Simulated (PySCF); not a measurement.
# NMR shielding calculation, with input and output: C2H8O3Si2

- system: C2H8O3Si2
- method: GIAO PBE0/pcSseg-1 NMR shielding, non-relativistic, gas phase (PySCF 2.14.0)

The geometry comes from this level: GFN2-xTB. It belongs to a series of runs on one base structure; here: constitutional isomer. Figures and captions count atoms from 1; the log counts them from 0 in places.

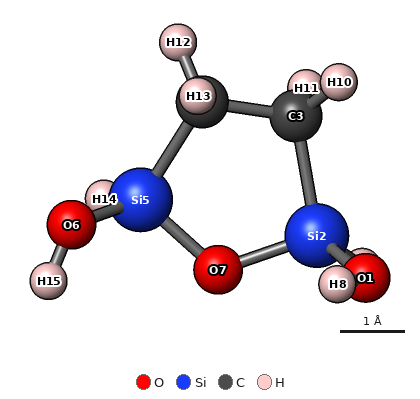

The input geometry (ball-and-stick view, seen at a tilt; atoms are numbered from 1 in the order of the input).

## Input
```
{"job": {"kind": "nmr", "xc": "PBE0", "basis": "pcSseg-1"}, "charge": 0, "multiplicity": 1}
O      0.892575     2.443298     0.794092
Si     0.045053     1.104508     1.137992
C      0.974486    -0.554384     0.973587
C      0.573266    -1.208144    -0.360850
Si    -1.147919    -0.549012    -0.810389
O     -1.213971    -0.265125    -2.405881
O     -1.129791     0.862237     0.019580
H      1.136745     2.647016    -0.106016
H     -0.592260     1.383485     2.408800
H      2.058280    -0.458183     1.048371
H      0.671806    -1.209991     1.791458
H      0.625453    -2.293092    -0.290202
H      1.279342    -0.915221    -1.140328
H     -2.298232    -1.302388    -0.328776
H     -1.879247     0.322985    -2.753351
```

The first line tells a small driver script what to run in PySCF; the rest is the geometry in Å.

Machine: 1 CPU thread, shared host.

Command:
```bash
OMP_NUM_THREADS=1 python <driver script> task.json out
```

## What the program printed
```
coarse grid: 13640 points
cycle   1  E = -884.9185914123  dE =  1.076e+00  |g| = 1.198e+00  |ddm| = 3.618e+00
cycle   2  E = -884.6216577430  dE =  2.969e-01  |g| = 1.746e+00  |ddm| = 2.229e+00
cycle   3  E = -885.1696436152  dE = -5.480e-01  |g| = 1.197e-01  |ddm| = 1.529e+00
cycle   4  E = -885.1720543580  dE = -2.411e-03  |g| = 6.000e-02  |ddm| = 1.391e-01
cycle   5  E = -885.1728652580  dE = -8.109e-04  |g| = 1.225e-02  |ddm| = 5.228e-02
cycle   6  E = -885.1728879335  dE = -2.268e-05  |g| = 5.291e-03  |ddm| = 1.190e-02
cycle   7  E = -885.1728931986  dE = -5.265e-06  |g| = 6.960e-04  |ddm| = 4.308e-03
final grid: 122872 points
cycle   8  E = -885.2434106936  dE = -1.945e-05  |g| = 1.136e-02  |ddm| = 1.921e-02
cycle   9  E = -885.2433797986  dE =  3.089e-05  |g| = 1.693e-02  |ddm| = 2.045e-02
cycle  10  E = -885.2434358612  dE = -5.606e-05  |g| = 6.687e-04  |ddm| = 1.253e-02
cycle  11  E = -885.2434359311  dE = -6.989e-08  |g| = 2.850e-04  |ddm| = 6.752e-04
cycle  12  E = -885.2434359471  dE = -1.606e-08  |g| = 6.898e-05  |ddm| = 2.533e-04
cycle  13  E = -885.2434359478  dE = -6.571e-10  |g| = 2.904e-05  |ddm| = 6.781e-05
```

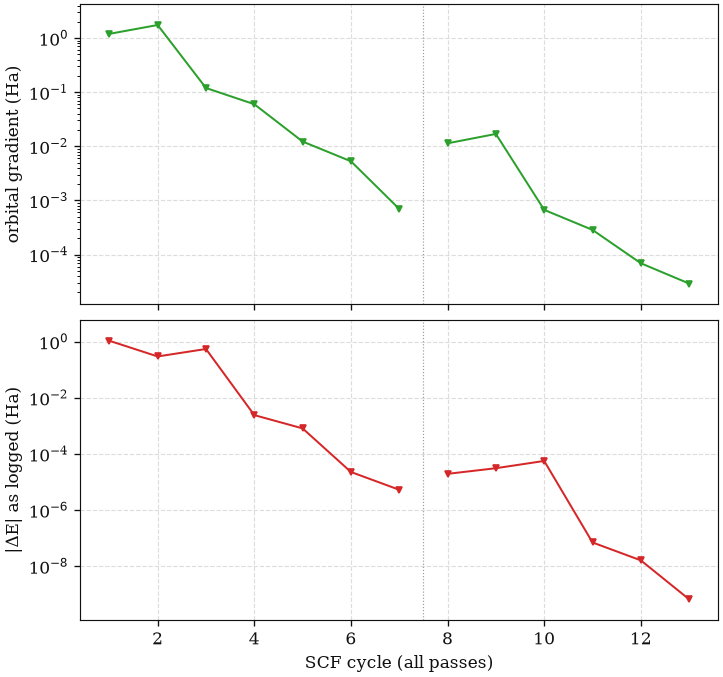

Convergence of the self-consistent field: orbital gradient and size of the energy change against the SCF cycle. The dotted line marks the change from a coarse to the final integration grid. The first 7 cycles use a coarse grid, the final grid takes over at cycle 8, and the field converges after 13 cycles in all.

```
converged SCF energy = -885.2434359478

GIAO shielding tensors (ppm)
atom      isotropic    diamagn.    paramagn.     s11        s22        s33       span
  0 O      281.733     388.030    -106.297    246.120    296.542    302.536     56.416
  1 Si     362.250     880.022    -517.772    339.924    363.260    383.565     43.641
  2 C      175.116     256.808     -81.691    164.742    174.895    185.711     20.969
  3 C      177.176     255.806     -78.630    166.696    179.798    185.034     18.339
  4 Si     358.033     880.624    -522.591    321.089    362.902    390.107     69.017
  5 O      281.420     386.845    -105.424    244.681    293.177    306.403     61.723
  6 O      213.199     402.440    -189.241    157.107    183.720    298.770    141.663
  7 H       29.734      32.558      -2.825     21.830     25.484     41.887     20.058
  8 H       26.978      29.029      -2.050     23.119     24.312     33.504     10.385
  9 H       30.639      31.730      -1.092     25.960     28.237     37.719     11.759
 10 H       31.162      32.141      -0.979     26.053     28.991     38.443     12.390
 11 H       30.778      31.311      -0.533     25.362     28.780     38.192     12.830
 12 H       30.985      33.233      -2.248     26.277     28.968     37.709     11.432
 13 H       26.676      29.596      -2.920     23.029     24.058     32.942      9.913
 14 H       29.444      30.250      -0.806     21.473     23.973     42.886     21.414
```

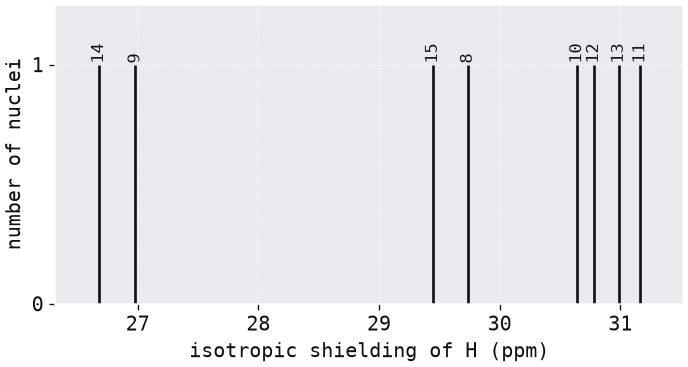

Isotropic shieldings of the hydrogen nuclei in this fixed geometry, labelled by atom number; shielding grows to the right, so chemical shift grows to the left. The least shielded is H14 (26.7 ppm), the most shielded H11 (31.2 ppm).

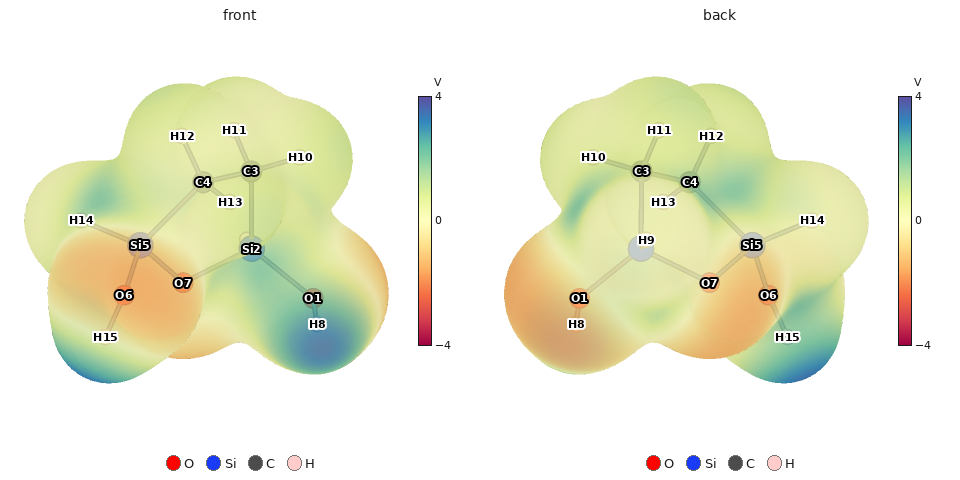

The electrostatic potential painted on the density surface at 0.004 e/bohr³, seen at a tilt and from behind; red is negative and blue positive. Its dipole moment is 1.31 D.

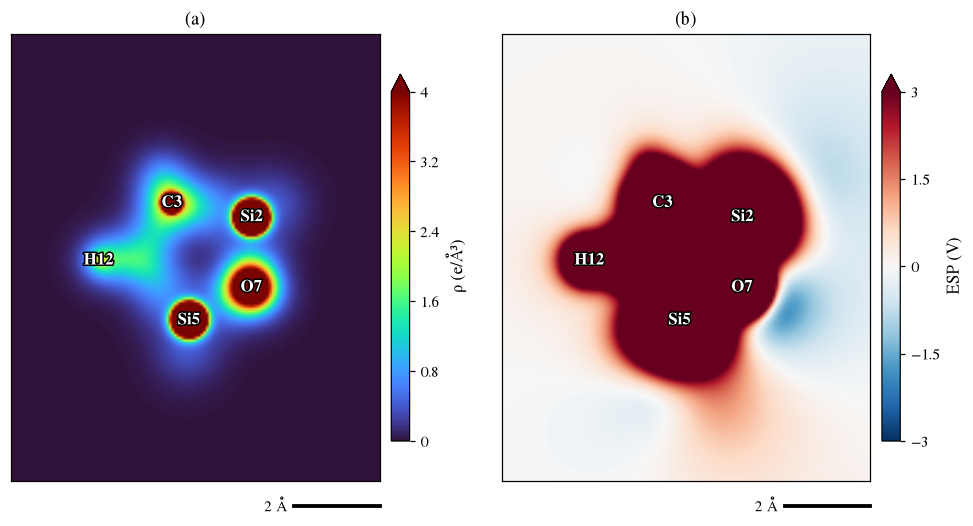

(a) electron density; (b) molecular electrostatic potential on the plane of atoms Si2, O7 and Si5. The plane passes through Si, C, O and H nuclei. Si–O (1.64 Å): ρ at the midpoint is about 1.1 e/Å³. C–Si (1.91 Å): ρ at the midpoint is about 0.94 e/Å³.

## Results in brief

| quantity | value |
| --- | --- |
| outcome | converged |
| total energy | −885.243436 hartree |
| HOMO | −7.99 eV |
| LUMO | 1.02 eV |
| dipole moment | 1.31 D |
| isotropic shielding, O | 213.2 to 281.7 ppm |
| isotropic shielding, Si | 358.0 to 362.2 ppm |
| isotropic shielding, C | 175.1 to 177.2 ppm |
| isotropic shielding, H | 26.7 to 31.2 ppm |
| wall time | 52 s |
| peak memory | 0.79 GiB |
